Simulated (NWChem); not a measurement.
**BH2I (SMILES [H]B([H])I): levels of theory compared**

We compute a comparison of 3 runs (HF/3-21G, HF/def2-SVP, MP2/def2-SVP) of BH2I. 

The calculation is run with NWChem 7.3.0.

## 1. The system as given

The species is BH2I (4 atoms), meant as a singlet with charge 0. As SMILES, `[H]B([H])I`. The shape is that of a GFN2-xTB optimisation.

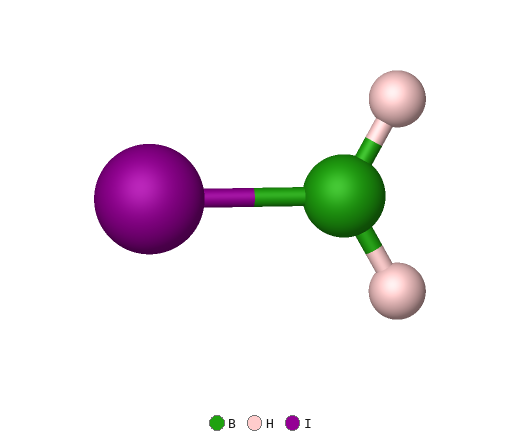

Viewed from a chosen angle; boron green, hydrogen pink, iodine purple.

## 2. Energy and gradient at HF/3-21G (run 1)

The input, run.py:

```python
from ase import Atoms
from ase.calculators.nwchem import NWChem

mol = Atoms('BHHI', positions=[
    [0.120270, 0.200400, 0.009210],
    [1.285620, 0.164580, 0.040540],
    [-0.456840, 1.213900, 0.007680],
    [-0.949040, -1.578880, -0.057440],
])

calc = NWChem(
    label='bh2i',
    theory='scf',
    memory='2200 mb',
    basis='3-21G',
    basispar='spherical bse',
    scf={'nopen': '0', 'rhf': None, 'thresh': '1e-08', 'maxiter': '80'},
)
mol.calc = calc

forces = mol.get_forces()
print("Total energy (eV):", round(mol.get_potential_energy(), 6))
print("forces (eV/A):")
for s, f in zip(mol.symbols, forces):
    print(f"{s:2s} {f[0]:10.5f} {f[1]:10.5f} {f[2]:10.5f}")
print("dipole (e A):", mol.get_dipole_moment().round(4))
```

Run with:

```
$ export ASE_NWCHEM_COMMAND="nwchem PREFIX.nwi > PREFIX.nwo"
$ python run.py
```

The program printed:

```text
Total energy (eV): -188112.278313
forces (eV/A):
B     0.76084    1.26046    0.02329
H     0.35456   -0.08726    0.01841
H    -0.24533    0.27218    0.00704
I    -0.87006   -1.44532   -0.04875
dipole (e A): [0.0982 0.1635 0.007 ]
```

The calculator wrote bh2i.nwi:

```
title "bh2i"

permanent_dir bh2i

scratch_dir bh2i

start bh2i

geometry units angstrom nocenter noautosym noautoz
  B  1.2027000000000000e-01 2.0039999999999999e-01 9.2099999999999994e-03
  H  1.2856200000000000e+00 1.6458000000000000e-01 4.0540000000000000e-02
  H  -4.5684000000000002e-01 1.2139000000000000e+00 7.6800000000000002e-03
  I  -9.4903999999999999e-01 -1.5788800000000001e+00 -5.7439999999999998e-02
end

memory 2200 mb

basis spherical bse noprint
   * library 3-21G
end

scf
  nopen 0
  rhf
  thresh 1e-08
  maxiter 80
end

task scf gradient
```

bh2i.nwo (excerpt; [...] marks lines left out):

```text
[...]
      One-electron energy =  -9694.099560917348
[... 1 line left out ...]
 Nuclear repulsion energy =     92.092512053067
[... 48 lines left out ...]
                       ROHF Final Molecular Orbital Analysis
[... 192 lines left out ...]
     1   1 0 0      0.185560      0.000000    -92.349000
[...]
  wavefunction    =   RHF
                         RHF ENERGY GRADIENTS
    atom               coordinates                        gradient
                 x          y          z           x          y          z
   1 B       0.227277   0.378701   0.017404   -0.014796  -0.024512  -0.000453
   2 H       2.429470   0.311011   0.076609   -0.006895   0.001697  -0.000358
   3 H      -0.863302   2.293938   0.014513    0.004771  -0.005293  -0.000137
   4 I      -1.793426  -2.983651  -0.108546    0.016920   0.028107   0.000948
[...]
```

Run time: 4.2 s. Hardware: 1 thread of AMD EPYC 9R14 (Zen 4), shared host; peak memory 0.099 GiB.

## 3. Energy and gradient at HF/def2-SVP (core potential) (run 2)

The input, sp.nw:

```
start sp
title "BH2I gradient"
memory 2200 mb

geometry units bohr noautosym nocenter noautoz
  B      0.22727736     0.37870112     0.01740438
  H      2.42946970     0.31101113     0.07660950
  H     -0.86330248     2.29393854     0.01451310
  I     -1.79342568    -2.98365078    -0.10854587
end

basis spherical bse
  * library def2-SVP
end

ecp bse
  I library def2-SVP
end

scf
  thresh 1e-08
  maxiter 80
end

task scf gradient
```

Run with:

```
$ nwchem sp.nw > sp.out
```

The program printed:

```text
[...]
  functions       =    50
[...]
  wavefunction    = RHF
[...]
         Total SCF energy =   -322.483068334197
      One-electron energy =   -643.024997967392
      Two-electron energy =    274.567629460714
 Nuclear repulsion energy =     45.974300172480
        Time for solution =      3.9s
[...]
                         RHF ENERGY GRADIENTS
    atom               coordinates                        gradient
                 x          y          z           x          y          z
   1 B       0.227277   0.378701   0.017404   -0.004469  -0.007332   0.000152
   2 H       2.429470   0.311011   0.076610   -0.013566   0.002264  -0.000531
   3 H      -0.863302   2.293939   0.014513    0.008394  -0.010930  -0.000116
   4 I      -1.793426  -2.983651  -0.108546    0.009641   0.015999   0.000495
[...]
```

Wall time 6 s (1 thread of AMD EPYC 9R14 (Zen 4), shared host); peak memory 0.1 GiB.

## 4. Energy and forces at MP2/def2-SVP (core potential) (run 3)

The input, work.xyz:

```xyz
4
BH2I gradient
B      0.120270     0.200400     0.009210
H      1.285620     0.164580     0.040540
H     -0.456840     1.213900     0.007680
I     -0.949040    -1.578880    -0.057440
```

The input, run.py:

```python
from ase.io import read
from ase.calculators.nwchem import NWChem

atoms = read('work.xyz')

calc = NWChem(
    label='work',
    theory='mp2',
    memory='2200 mb',
    basis='def2-SVP',
    basispar='spherical bse',
    scf={'nopen': '0', 'rhf': None, 'thresh': '1e-08', 'maxiter': '80'},
    mp2={'freeze': 'core 5', 'tight': None},
    **{'ecp bse': {'I library': 'def2-SVP'}},
)
atoms.calc = calc

forces = atoms.get_forces()
print("Total energy (eV):", round(atoms.get_potential_energy(), 6))
print("forces (eV/A):")
for s, f in zip(atoms.symbols, forces):
    print(f"{s:2s} {f[0]:10.5f} {f[1]:10.5f} {f[2]:10.5f}")
```

Run with:

```
$ export ASE_NWCHEM_COMMAND="nwchem PREFIX.nwi > PREFIX.nwo"
$ python run.py
```

The program printed:

```text
Total energy (eV): -8780.814473
forces (eV/A):
B    -0.09174   -0.15751   -0.02530
H     0.86543   -0.13622    0.03090
H    -0.52759    0.70119    0.00463
I    -0.24616   -0.40742   -0.01023
```

The calculator wrote work.nwi:

```
title "work"

permanent_dir work

scratch_dir work

start work

geometry units angstrom nocenter noautosym noautoz
  B  1.2027000000000000e-01 2.0039999999999999e-01 9.2099999999999994e-03
  H  1.2856200000000000e+00 1.6458000000000000e-01 4.0540000000000000e-02
  H  -4.5684000000000002e-01 1.2139000000000000e+00 7.6800000000000002e-03
  I  -9.4903999999999999e-01 -1.5788800000000001e+00 -5.7439999999999998e-02
end

memory 2200 mb

basis spherical bse noprint
   * library def2-SVP
end

scf
  nopen 0
  rhf
  thresh 1e-08
  maxiter 80
end
mp2
  freeze core 5
  tight
end
ecp bse
  I library def2-SVP
end

task mp2 gradient
```

work.nwo (excerpt; [...] marks lines left out):

```text
[...]
         Total SCF energy =   -322.483068326501
[...]
                         mp2 ENERGY GRADIENTS
    atom               coordinates                        gradient
                 x          y          z           x          y          z
   1 B       0.227277   0.378701   0.017404    0.001784   0.003063   0.000492
   2 H       2.429470   0.311011   0.076609   -0.016830   0.002649  -0.000601
   3 H      -0.863302   2.293938   0.014513    0.010260  -0.013636  -0.000090
   4 I      -1.793426  -2.983651  -0.108546    0.004787   0.007923   0.000199
[...]
```

It took 12 s on 1 thread of AMD EPYC 9R14 (Zen 4), shared host; peak memory 0.13 GiB.

## 5. Overview of the runs

```
run                          level  core potential  module   energy (Eh)  dipole moment (D)  HOMO energy (eV)  LUMO energy (eV)  wall time
  1                       HF/3-21G               –     scf  -6912.998777               0.92             -9.94              1.54      4.2 s
  2   HF/def2-SVP (core potential)        def2-SVP     scf   -322.483068               0.87            -10.02              1.46        6 s
  3  MP2/def2-SVP (core potential)        def2-SVP     mp2   -322.688983               0.34            -10.02              1.46       12 s
```

## 6. Outcome

| quantity | value |
| --- | --- |
| run 3: total energy | -322.68898 Eh |
| run 3: dipole moment (of the density that the program reports) | 0.34 D |
| run 3: HOMO energy (Hartree–Fock orbitals) | -10.02 eV |
| run 3: LUMO energy (Hartree–Fock orbitals) | 1.46 eV |
| run 3: HOMO–LUMO gap (Hartree–Fock orbitals) | 11.48 eV |
| run 3: correlation energy (5 core orbitals frozen) | -205.9 mEh |
| run 3: largest force on an atom | 0.878 eV/Å |

What this shows: The dipole moment (its size) runs from 0.34 D (MP2/def2-SVP) to 0.92 D (HF/3-21G). The two ends differ in method and basis and core potential. Some runs of one species differ in core potentials or relativity; totals across that change don't compare. In run 1 relativity is left out where basis or elements ask for it. All runs together took 22 s, the longest 12 s.
